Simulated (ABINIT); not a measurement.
# SnH2 (Fm-3m): zone-centre phonons, part 2 of 2

Aim: the zone-centre modes of SnH2 (Fm-3m).

ABINIT 10.8.3; DFT PBE, scalar-relativistic, plane waves, PseudoDojo norm-conserving pseudopotentials.

So far. Step 4 (Relaxation): The volume changes by -0.7 % in this run and stands -4.2 % from the first cell. Step 5 (Ground state): The cell stands at -1.0 GPa: the relaxation ran with a smoothed and higher cutoff, and the difference is a stress of the finite basis. The relaxed cell has a = 5.351 Å (conventional setting).

The structure was built from a prototype and need not be the compound's stable phase.

## Step 6: Linear response at Γ

At q = 0 one unit cell holds all displacements. The response is solved for single atoms along the cell's directions, and symmetry skips those that follow from others. The crystal is treated as a metal, which screens a static field, so no field response is asked.

dfpt_gamma.abi

```

# common to the responses
getwfk_filepath "gso_WFK"
kptopt 2
nqpt 1
qpt 0.0 0.0 0.0
asr 0
chneut 0

# displacements
rfphon 1
rfatpol 1 3
rfdir 1 1 1
tolvrs 1.0d-10
prtwf 0

# basis, mesh and filling
ecut 32.0
ngkpt 8 8 8
nshiftk 1
shiftk 0.0 0.0 0.0
istwfk *1
occopt 6
tsmear 0.01
nband 14
nstep 100
diemac 1000000.0
prtebands 0
prtgsr 0
useylm 1

# cell and atoms
acell 3*1.0 Angstrom
rprim 
    -2.675494373 0.0 2.675494373
    0.0 2.675494373 2.675494373
    -2.675494373 2.675494373 0.0
ntypat 2
znucl 50 1
natom 3
typat 1 2 2
xred 
    0.0 0.0 0.0
    0.75 0.75 0.75
    0.25 0.25 0.25
pp_dirpath "./pseudo"
pseudos "Sn.upf, H.upf"
```

Command:

```bash
OMP_NUM_THREADS=1 mpirun -n 4 abinit dfpt_gamma.abi > dfpt_gamma.log
```

Numbers of over 12 decimals in the logs are rounded to 6 here.

dfpt_gamma.abo, the main output file:

```text
[banners, grids, parts of the stress and lines that vanish by symmetry left out]
- input  file    -> dfpt_gamma.abi
- output file    -> dfpt_gamma.abo
- root for input  files -> dfpt_gammai
- root for output files -> dfpt_gammao

 Symmetries : space group Fm -3 m (#225); Bravais cF (face-center cubic)
================================================================================
 Values of the parameters that define the memory need of the present run (RF).
     intxc =       0      iscf =       7    lmnmax =      18     lnmax =       6
     mgfft =      40  mpssoang =       3    mqgrid =    3001     natom =       3
  nloc_mem =       1    nspden =       1   nspinor =       1    nsppol =       1
      nsym =      48    n1xccc =    2501    ntypat =       2    occopt =       6
   xclevel =       2
-    mband =          14        mffmem =           1         mkmem =          65
-   mkqmem =          65        mk1mem =          65           mpw =        2252
      nfft =       64000          nkpt =         260
- my_mband =          14
================================================================================
================================================================================

--------------------------------------------------------------------------------
------------- Echo of variables that govern the present computation ------------
--------------------------------------------------------------------------------
-
- outvars: echo of selected default values
-   iomode0 =  0 , fftalg0 =312 , wfoptalg0 =  0
-
- outvars: echo of global parameters not present in the input file
-  max_nthreads =    1
-
 -outvars: echo values of preprocessed input variables
 [... echo left out ...]
================================================================================

 chkinp: Checking input parameters for consistency.

[...]
== DATASET  1 ==================================================================
-   mpi_nproc: 4, omp_nthreads: 1 (-1 if OMP is not activated)

--- !DatasetInfo
iteration_state: {dtset: 1, }
dimensions: {natom: 3, nkpt: 260, mband: 14, nsppol: 1, nspinor: 1, nspden: 1, mpw: 2252, }
cutoff_energies: {ecut:  32.0, pawecutdg:  -1.0, }
electrons: {nelect:   1.60000000E+01, charge:   0.00000000E+00, occopt:   6.00000000E+00, tsmear:   1.00000000E-02, }
meta: {optdriver: 1, rfphon: 1, }
...

 mkfilename: getwfk from: gso_WFK

 Real(R)+Recip(G) space primitive vectors, cartesian coordinates (Bohr,Bohr^-1):
 R(1)= -5.0559516  0.0000000  5.0559516  G(1)= -0.0988934 -0.0988934  0.0988934
 R(2)=  0.0000000  5.0559516  5.0559516  G(2)=  0.0988934  0.0988934  0.0988934
 R(3)= -5.0559516  5.0559516  0.0000000  G(3)= -0.0988934  0.0988934 -0.0988934
 Unit cell volume ucvol=  2.5848701E+02 bohr^3
 Angles (23,13,12)=  6.00000000E+01  6.00000000E+01  6.00000000E+01 degrees
 setup1 : take into account q-point for computing boxcut.

 getcut: wavevector=  0.0000  0.0000  0.0000  ngfft=  40  40  40
         ecut(hartree)=     32.000   => boxcut(ratio)=   2.19686

--- Pseudopotential description ------------------------------------------------
- pspini: atom type   1  psp file is ./pseudo/Sn.upf

- pspini: atom type   2  psp file is ./pseudo/H.upf

   5.33995238E+02                                ecore*ucvol(ha*bohr**3)
--------------------------------------------------------------------------------

 ==>  initialize data related to q vector <==

 The list of irreducible perturbations for this q vector is:
    1)    idir= 1    ipert=   1
    2)    idir= 1    ipert=   2

[...]
The perturbation idir=   2  ipert=   1 is
 symmetric of a previously calculated perturbation.
 So, its SCF calculation is not needed.

 The perturbation idir=   3  ipert=   1 is
 symmetric of a previously calculated perturbation.
 So, its SCF calculation is not needed.

 The perturbation idir=   2  ipert=   2 is
 symmetric of a previously calculated perturbation.
 So, its SCF calculation is not needed.

 The perturbation idir=   3  ipert=   2 is
 symmetric of a previously calculated perturbation.
 So, its SCF calculation is not needed.

 The perturbation idir=   1  ipert=   3 is
 symmetric of a previously calculated perturbation.
 So, its SCF calculation is not needed.

 The perturbation idir=   2  ipert=   3 is
 symmetric of a previously calculated perturbation.
 So, its SCF calculation is not needed.

 The perturbation idir=   3  ipert=   3 is
 symmetric of a previously calculated perturbation.
 So, its SCF calculation is not needed.

--------------------------------------------------------------------------------
 Perturbation wavevector (in red.coord.)   0.000000  0.000000  0.000000
 Perturbation : displacement of atom   1   along direction   1
 Found     4 symmetries that leave the perturbation invariant.

[...]
dfpt_looppert : total number of electrons, from k and k+q
  fully or partially occupied states are    1.600000E+01 and    1.600000E+01.
 Initialisation of the first-order wave-functions :
  ireadwf=   0

--- !BeginCycle
iteration_state: {dtset: 1, }
solver: {iscf: 7, nstep: 100, nline: 4, wfoptalg: 0, }
tolerances: {tolvrs: 1.00E-10, }
...

     iter   2DEtotal(Ha)        deltaE(Ha) residm    vres2
-ETOT  1   3.406966     -1.701E+04 2.131E+01 4.915E+02
 ETOT  2 -0.300953     -3.708E+00 9.229E-01 2.496E+02
 ETOT  3 -0.389903     -8.895E-02 3.496E-03 6.603E+00
 ETOT  4 -0.390555     -6.514E-04 2.463E-05 9.280E-01
 ETOT  5 -0.390868     -3.134E-04 1.667E-06 1.678E-02
[...]
At SCF step   10       vres2   =  2.66E-11 < tolvrs=  1.00E-10 =>converged.
[...]
Mean square residual over all n,k,spin=   16.881E-13; max=  18.849E-10

 Thirteen components of 2nd-order total energy (hartree) are
 1,2,3: 0th-order hamiltonian combined with 1st-order wavefunctions
     kin0=   2.19764407E+04 eigvalue=   1.95311802E+03  local=  -1.06696945E+04
 4,5,6: 1st-order hamiltonian combined with 1st and 0th-order wfs
 loc psp =  -4.29495215E+03  Hartree=   1.39636167E+03     xc=  -2.89194904E+02
 note that "loc psp" includes a xc core correction that could be resolved
 7,8,9: eventually, occupation + non-local contributions
    edocc=   2.85565265E+01     enl0=   2.61604434E+03   enl1=  -2.97283116E+04
 1-9 gives the relaxation energy (to be shifted if some occ is /=2.0)
   erelax=  -1.70116319E+04
 10,11,12 Non-relaxation  contributions : frozen-wavefunctions and Ewald
 fr.local=   2.03841377E+03 fr.nonlo=   1.48558760E+04  Ewald=   2.31976361E+01
 13,14 Frozen wf xc core corrections (1) and (2)
 frxc 1  =  -6.17798540E+02  frxc 2 =   7.11552142E+02
 Resulting in :
 2DEtotal=   -0.3908723150E+00 Ha. Also 2DEtotal=   -0.106361775371E+02 eV
    (2DErelax=   -1.7011631860E+04 Ha. 2DEnonrelax=    1.7011240988E+04 Ha)
    (  non-var. 2DEtotal :   -3.9087216357E-01 Ha)

[...]
Perturbation wavevector (in red.coord.)   0.000000  0.000000  0.000000
 Perturbation : displacement of atom   2   along direction   1
 Found     2 symmetries that leave the perturbation invariant.

--------------------------------------------------------------------------------

--------------------------------------------------------------------------------

 dfpt_looppert : total number of electrons, from k and k+q
  fully or partially occupied states are    1.600000E+01 and    1.600000E+01.
 Initialisation of the first-order wave-functions :
  ireadwf=   0

--- !BeginCycle
iteration_state: {dtset: 1, }
solver: {iscf: 7, nstep: 100, nline: 4, wfoptalg: 0, }
tolerances: {tolvrs: 1.00E-10, }
...

     iter   2DEtotal(Ha)        deltaE(Ha) residm    vres2
-ETOT  1  0.555596     -4.933E+01 2.965E-01 6.489E+02
[...]
ETOT  9  0.439639     -2.601E-12 1.680E-05 2.277E-10
 ETOT 10  0.439639     -8.669E-13 5.503E-06 4.302E-12

 At SCF step   10       vres2   =  4.30E-12 < tolvrs=  1.00E-10 =>converged.
[...]
Mean square residual over all n,k,spin=   30.869E-10; max=  55.030E-07

 Thirteen components of 2nd-order total energy (hartree) are
 1,2,3: 0th-order hamiltonian combined with 1st-order wavefunctions
     kin0=   5.13711315E+01 eigvalue=  -2.47394773E-01  local=  -1.03874937E+01
 4,5,6: 1st-order hamiltonian combined with 1st and 0th-order wfs
 loc psp =  -7.06785604E+01  Hartree=   1.10445530E+01     xc=  -7.77725446E+00
 note that "loc psp" includes a xc core correction that could be resolved
 7,8,9: eventually, occupation + non-local contributions
    edocc=   5.86548975E+00     enl0=  -4.19978537E-01   enl1=  -2.82195452E+01
 1-9 gives the relaxation energy (to be shifted if some occ is /=2.0)
   erelax=  -4.94490528E+01
 10,11,12 Non-relaxation  contributions : frozen-wavefunctions and Ewald
 fr.local=   2.36340257E+01 fr.nonlo=   1.38273607E+01  Ewald=   1.24273051E+01
 13,14 Frozen wf xc core corrections (1) and (2)
 frxc 1  =   0.00000000E+00  frxc 2 =   0.00000000E+00
 Resulting in :
 2DEtotal=    0.4396387187E+00 Ha. Also 2DEtotal=    0.119631789845E+02 eV
    (2DErelax=   -4.9449052784E+01 Ha. 2DEnonrelax=    4.9888691503E+01 Ha)
    (  non-var. 2DEtotal :    4.3963872000E-01 Ha)

[...]
---- first-order wavefunction calculations are completed ----

 ==> Compute Derivative Database <==

 [... matrices left out ...]
  Phonon wavevector (reduced coordinates) :  0.00000  0.00000  0.00000
 Phonon energies in Hartree :
  -1.450213E-03 -1.450213E-03 -1.450213E-03 -1.397346E-05 -1.397346E-05
  -1.397346E-05  3.380558E-03  3.380558E-03  3.380558E-03
 Phonon frequencies in cm-1    :
- -3.182849E+02 -3.182849E+02 -3.182849E+02 -3.066820E+00 -3.066820E+00
- -3.066820E+00  7.419467E+02  7.419467E+02  7.419467E+02

== END DATASET(S) ==============================================================
================================================================================

 -outvars: echo values of variables after computation
            acell      1.8897261259E+00  1.8897261259E+00  1.8897261259E+00 Bohr
           etotal      4.3963871875E-01
            fcart      0.0000000000E+00  0.0000000000E+00  0.0000000000E+00
           strten      0.0000000000E+00  0.0000000000E+00  0.0000000000E+00
================================================================================
```

Elapsed: 61 s, on 4 MPI ranks of Arm Neoverse V2, shared host; 4 min of CPU time.

Numbers from this step:

- largest acoustic frequency at the zone centre before the sum rule: -3.07 cm⁻¹
- highest optical zone-centre mode (no LO-TO term): 742.0 cm⁻¹
- lowest optical zone-centre mode: -318.3 cm⁻¹

The acoustic modes at Γ come out as far as 3.1 cm⁻¹ from zero, where they should vanish, a small numerical error. The lowest optical mode is imaginary, 318i cm⁻¹, an instability at this level and on this k mesh.

## Step 7: Zone-centre analysis

anaddb reads the merged derivatives and imposes the acoustic sum rule.

anaddb.abi

```
ddb_filepath "gamma_DDB"
output_file "anaddb.abo"
outdata_prefix "anaddb"
asr 1
chneut 1
enunit 2
eivec 1
nph1l 1
qph1l 0.0 0.0 0.0 1.0
```

mrgddb.in

```
gamma_DDB
merged
2
dfpt_gammao_DDB
gso_DDB
```

Command:

```bash
mrgddb < mrgddb.in > mrgddb.log
OMP_NUM_THREADS=1 anaddb anaddb.abi > anaddb.log
```

anaddb.abo, the main output file:

```text
-outvars_anaddb: echo values of input variables ----------------------

 Miscellaneous information :
      enunit         2
       eivec         1
         asr         1
 First list of wavevector (reduced coord.) :
       nph1l         1
       qph1l
                     0.00000000E+00  0.00000000E+00  0.00000000E+00    1.000E+00

================================================================================

 read the DDB information and perform some checks

  ==== Info on the Cryst% object ====
 Real(R)+Recip(G) space primitive vectors, cartesian coordinates (Bohr,Bohr^-1):
 R(1)= -5.0559516  0.0000000  5.0559516  G(1)= -0.0988934 -0.0988934  0.0988934
 R(2)=  0.0000000  5.0559516  5.0559516  G(2)=  0.0988934  0.0988934  0.0988934
 R(3)= -5.0559516  5.0559516  0.0000000  G(3)= -0.0988934  0.0988934 -0.0988934
 Unit cell volume ucvol=  2.5848701E+02 bohr^3
 Angles (23,13,12)=  6.00000000E+01  6.00000000E+01  6.00000000E+01 degrees
 Time-reversal symmetry is present
 Reduced atomic positions [iatom, xred, symbol]:
    1)    0.0000000  0.0000000  0.0000000  Sn
    2)    0.7500000  0.7500000  0.7500000   H
    3)    0.2500000  0.2500000  0.2500000   H

 DDB file with 3 blocks has been read.

================================================================================

 Treat the first list of vectors

  Phonon wavevector (reduced coordinates) :  0.00000  0.00000  0.00000
 Phonon energies in Hartree :
  -1.450356E-03 -1.450356E-03 -1.450356E-03  0.000000E+00  0.000000E+00
   0.000000E+00  3.380495E-03  3.380495E-03  3.380495E-03
 Phonon energies in meV     :
- -3.946619E+01 -3.946619E+01 -3.946619E+01  0.000000E+00  0.000000E+00
-  0.000000E+00  9.198795E+01  9.198795E+01  9.198795E+01
 Phonon frequencies in cm-1    :
- -3.183163E+02 -3.183163E+02 -3.183163E+02  0.000000E+00  0.000000E+00
-  0.000000E+00  7.419329E+02  7.419329E+02  7.419329E+02
 Phonon frequencies in Thz     :
- -9.542882E+00 -9.542882E+00 -9.542882E+00  0.000000E+00  0.000000E+00
-  0.000000E+00  2.224259E+01  2.224259E+01  2.224259E+01
 Phonon energies in Kelvin  :
- -4.579861E+02 -4.579861E+02 -4.579861E+02  0.000000E+00  0.000000E+00
-  0.000000E+00  1.067476E+03  1.067476E+03  1.067476E+03

 Eigendisplacements
 (will be given, for each mode : in cartesian coordinates
   for each atom the real part of the displacement vector,
   then the imaginary part of the displacement vector - absolute values smaller than 1.0d-7 are set to zero)
  Mode number    1   Energy   -1.450356E-03
 Attention : low frequency mode.
   (Could be unstable or acoustic mode)
-  1  0.00000000E+00  0.00000000E+00  2.77785107E-04
-     0.00000000E+00  0.00000000E+00  0.00000000E+00
-  2 -9.97419203E-07  5.49870565E-06 -1.63580315E-02
-     0.00000000E+00  0.00000000E+00  0.00000000E+00
-  3 -9.97419203E-07  5.49870565E-06 -1.63580315E-02
-     0.00000000E+00  0.00000000E+00  0.00000000E+00
  Mode number    2   Energy   -1.450356E-03
 Attention : low frequency mode.
   (Could be unstable or acoustic mode)
-  1  0.00000000E+00 -2.77785106E-04  0.00000000E+00
-     0.00000000E+00  0.00000000E+00  0.00000000E+00
-  2 -1.82932924E-06  1.63580314E-02  5.49881717E-06
-     0.00000000E+00  0.00000000E+00  0.00000000E+00
-  3 -1.82932924E-06  1.63580314E-02  5.49881717E-06
-     0.00000000E+00  0.00000000E+00  0.00000000E+00
  Mode number    3   Energy   -1.450356E-03
 Attention : low frequency mode.
   (Could be unstable or acoustic mode)
-  1  2.77785121E-04  0.00000000E+00  0.00000000E+00
-     0.00000000E+00  0.00000000E+00  0.00000000E+00
-  2 -1.63580323E-02 -1.82966442E-06  9.96804216E-07
-     0.00000000E+00  0.00000000E+00  0.00000000E+00
-  3 -1.63580323E-02 -1.82966442E-06  9.96804216E-07
-     0.00000000E+00  0.00000000E+00  0.00000000E+00
  Mode number    4   Energy    0.000000E+00
 Attention : low frequency mode.
   (Could be unstable or acoustic mode)
-  1  0.00000000E+00  0.00000000E+00  2.13166890E-03
-     0.00000000E+00  0.00000000E+00  0.00000000E+00
-  2  0.00000000E+00  0.00000000E+00  2.13167159E-03
-     0.00000000E+00  0.00000000E+00  0.00000000E+00
-  3  0.00000000E+00  0.00000000E+00  2.13167159E-03
-     0.00000000E+00  0.00000000E+00  0.00000000E+00
  Mode number    5   Energy    0.000000E+00
 Attention : low frequency mode.
   (Could be unstable or acoustic mode)
-  1  0.00000000E+00 -2.13166890E-03  0.00000000E+00
-     0.00000000E+00  0.00000000E+00  0.00000000E+00
-  2  0.00000000E+00 -2.13167159E-03  0.00000000E+00
-     0.00000000E+00  0.00000000E+00  0.00000000E+00
-  3  0.00000000E+00 -2.13167159E-03  0.00000000E+00
-     0.00000000E+00  0.00000000E+00  0.00000000E+00
  Mode number    6   Energy    0.000000E+00
 Attention : low frequency mode.
   (Could be unstable or acoustic mode)
-  1  2.13166890E-03  0.00000000E+00  0.00000000E+00
-     0.00000000E+00  0.00000000E+00  0.00000000E+00
-  2  2.13167159E-03  0.00000000E+00  0.00000000E+00
-     0.00000000E+00  0.00000000E+00  0.00000000E+00
-  3  2.13167159E-03  0.00000000E+00  0.00000000E+00
-     0.00000000E+00  0.00000000E+00  0.00000000E+00
  Mode number    7   Energy    3.380495E-03
-  1  0.00000000E+00  0.00000000E+00  0.00000000E+00
-     0.00000000E+00  0.00000000E+00  0.00000000E+00
-  2  3.39588270E-06 -1.10857523E-05 -1.64963364E-02
-     0.00000000E+00  0.00000000E+00  0.00000000E+00
-  3 -3.39588270E-06  1.10857523E-05  1.64963364E-02
-     0.00000000E+00  0.00000000E+00  0.00000000E+00
  Mode number    8   Energy    3.380495E-03
-  1  0.00000000E+00  0.00000000E+00  0.00000000E+00
-     0.00000000E+00  0.00000000E+00  0.00000000E+00
-  2  1.80775652E-06 -1.64963366E-02  1.10861246E-05
-     0.00000000E+00  0.00000000E+00  0.00000000E+00
-  3 -1.80775652E-06  1.64963366E-02 -1.10861246E-05
-     0.00000000E+00  0.00000000E+00  0.00000000E+00
  Mode number    9   Energy    3.380495E-03
-  1  0.00000000E+00  0.00000000E+00  0.00000000E+00
-     0.00000000E+00  0.00000000E+00  0.00000000E+00
-  2  1.64963400E-02  1.81003822E-06  3.39466708E-06
-     0.00000000E+00  0.00000000E+00  0.00000000E+00
-  3 -1.64963400E-02 -1.81003822E-06 -3.39466708E-06
-     0.00000000E+00  0.00000000E+00  0.00000000E+00

 Analysis of degeneracies and characters (maximum tolerance=1.00E-06 a.u.)
 For each vibration mode, or group of modes if degenerate,
 the characters are given for each symmetry operation (see the list in the log file).
 Symmetry characters of vibration mode #   1
       degenerate with vibration modes #   2 to    3
  3.0 -3.0 -1.0  1.0 -1.0  1.0 -1.0  1.0  1.0 -1.0 -1.0  1.0  1.0 -1.0 -1.0  1.0
 -0.0  0.0  0.0 -0.0  0.0 -0.0  0.0 -0.0  1.0 -1.0 -1.0  1.0 -1.0  1.0  1.0 -1.0
 -0.0  0.0  0.0 -0.0  0.0 -0.0  0.0 -0.0  1.0 -1.0  1.0 -1.0 -1.0  1.0 -1.0  1.0
 Symmetry characters of vibration mode #   4
       degenerate with vibration modes #   5 to    6
  3.0 -3.0 -1.0  1.0 -1.0  1.0 -1.0  1.0  1.0 -1.0 -1.0  1.0  1.0 -1.0 -1.0  1.0
 -0.0  0.0  0.0 -0.0 -0.0  0.0  0.0 -0.0  1.0 -1.0 -1.0  1.0 -1.0  1.0  1.0 -1.0
  0.0 -0.0 -0.0  0.0 -0.0  0.0  0.0 -0.0  1.0 -1.0  1.0 -1.0 -1.0  1.0 -1.0  1.0
 Symmetry characters of vibration mode #   7
       degenerate with vibration modes #   8 to    9
  3.0  3.0 -1.0 -1.0 -1.0 -1.0 -1.0 -1.0  1.0  1.0 -1.0 -1.0  1.0  1.0 -1.0 -1.0
 -0.0 -0.0  0.0  0.0 -0.0 -0.0  0.0  0.0  1.0  1.0 -1.0 -1.0 -1.0 -1.0  1.0  1.0
 -0.0 -0.0 -0.0 -0.0  0.0  0.0  0.0  0.0  1.0  1.0  1.0  1.0 -1.0 -1.0 -1.0 -1.0
-
```

Wall time 0.51 s (1 thread).

This step gave:

| Property | Result |
| --- | --- |
| highest optical zone-centre mode (no LO-TO term) | 741.9 cm⁻¹ |

No LO-TO term; unit eigenvectors of the mass-weighted matrix, from anaddb's displacements. Modes at Γ, with each element's share of the kinetic energy (negative means imaginary):

```csv
mode,frequency (cm⁻¹),symmetry,Sn %,H %
1,-318.3,T1u,2,98
2,-318.3,T1u,2,98
3,-318.3,T1u,2,98
4,0.0,acoustic,98,2
5,0.0,acoustic,98,2
6,0.0,acoustic,98,2
7,741.9,T2g,0,100
8,741.9,T2g,0,100
9,741.9,T2g,0,100
```

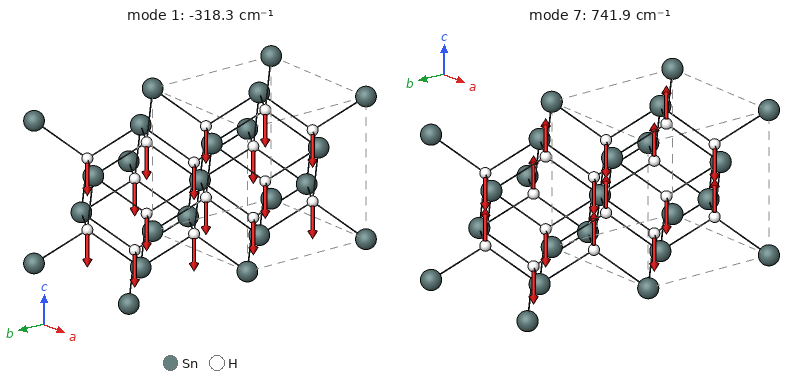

Displacement patterns of modes 1 and 7 at Γ; arrows are exaggerated. 1×2×1 conventional cells are drawn. Some periodic images of atoms are drawn too.

The rule moves no optical mode by more than 0.1 cm⁻¹.

## Step 8: Summary of results

```json
{"space group after relaxation": "Fm-3m", "volume per atom": "12.8 Å³", "highest optical zone-centre mode (no LO-TO term)": "741.9 cm⁻¹", "lowest optical zone-centre mode": "-318.3 cm⁻¹", "imaginary optical modes at the zone centre (no q mesh in this session)": "yes"}
```

At the PBE level the optical modes of SnH2 (Fm-3m) at the zone centre run from 318i to 742 cm⁻¹, so the structure is a saddle point, with 3 modes beyond 10i cm⁻¹ there. The base run prints -1.0 GPa, mostly the error of a finite basis; the relaxation, with a smoothed and higher cutoff, had brought the cell to rest. These are harmonic frequencies at zero temperature: anharmonic shifts and linewidths and thermal expansion are left out. In a metal the frequencies hang on the k mesh and the smearing, most of all near Kohn anomalies. A run on a mesh of wavevectors was begun and cut off at its time limit; it is not shown, and nothing is said of wavevectors that it left out. The structure is a hypothetical one, built on a prototype.

[Host names and launcher messages were left out of these logs when they were recorded.]

[Logs are printed without paths, hosts, clocks, repeated set-up lines and the standing remarks that a program may print on its own settings, such as how far it seeks lower states.]

[Hosts, paths, dates, database ids (printed as entryN), source tags and the programs' standing remarks are cut or masked in the printed files.]
